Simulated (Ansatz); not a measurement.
# Fields on a plane of BaTiO3 (cubic perovskite)

```
CELL_PARAMETERS angstrom
      3.96988     0.00000     0.00000
      0.00000     3.96988     0.00000
      0.00000     0.00000     3.96988
ATOMIC_POSITIONS crystal
  Ba 0.00000 0.00000 0.00000
  Ti 0.50000 0.50000 0.50000
  O  0.00000 0.50000 0.50000
  O  0.50000 0.50000 0.00000
  O  0.50000 0.00000 0.50000
```

The slice is a {110} plane (indices of the conventional cell) through the point (0.500, 0.000, 0.500) (fractional), spanned by u = [100] and v = [011] in vectors of this cell: u (3.97 Å) and v (5.61 Å, at 90° to u). It covers one period; positions are fractions (u, v).

Atoms on it: O at (0.00, 0.50); O at (0.00, 0.00).

Method: PBEsol (plane waves to 420 eV, PAW, scalar-relativistic; Ansatz, a program for electronic structure). k mesh 8×8×8. Near the nuclei the fields are pseudised (PAW); where an atom keeps semicore shells as valence, they peak there. BaTiO3 is run without spin polarisation. BaTiO3 was relaxed with its symmetry unable to fall. This is a high-temperature form of BaTiO3.

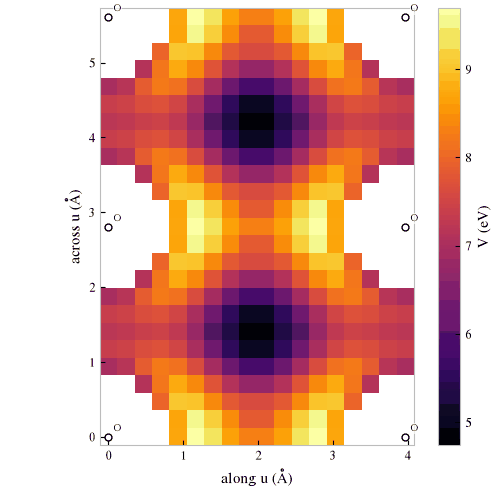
Electrostatic potential energy of an electron, from the cell's mean, in eV, one period of the plane, atoms marked. Points within 0.8 Å of a nucleus are left white, as the pseudised field means little there. The zero, the cell's mean, hangs on the PAW cores.

```
|4477883311000000000000000011338877|
|5555441100000000000000000000114455|
|2222111100000000000000000000111122|
|1111111111000000000000000011111111|
|2222222211000000000000000011222222|
|3333332211110000000000001111223333|
|2222222211000000000000000011222222|
|1111111111000000000000000011111111|
|2222111100000000000000000000111122|
|5555441100000000000000000000114455|
|4477883311000000000000000011338877|
|0077994411000000000000000011449977|
|4477883311000000000000000011338877|
|5555441100000000000000000000114455|
|2222111100000000000000000000111122|
|1111111111000000000000000011111111|
|2222222211000000000000000011222222|
|3333332211110000000000001111223333|
|2222222211000000000000000011222222|
|1111111111000000000000000011111111|
|2222111100000000000000000000111122|
|5555441100000000000000000000114455|
|4477883311000000000000000011338877|
|0077994411000000000000000011449977|
```
Scale: ten equal steps from 0.001 (start of '0') to 0.051 (end of '9'), in the order '0123456789'. Values: density of the lowest conduction band (whole band as if filled, smooth part) in e/Å³. The map has 17 points along u (two characters each, u = 0 at the left) and 24 along v (v = 0 in the bottom row).
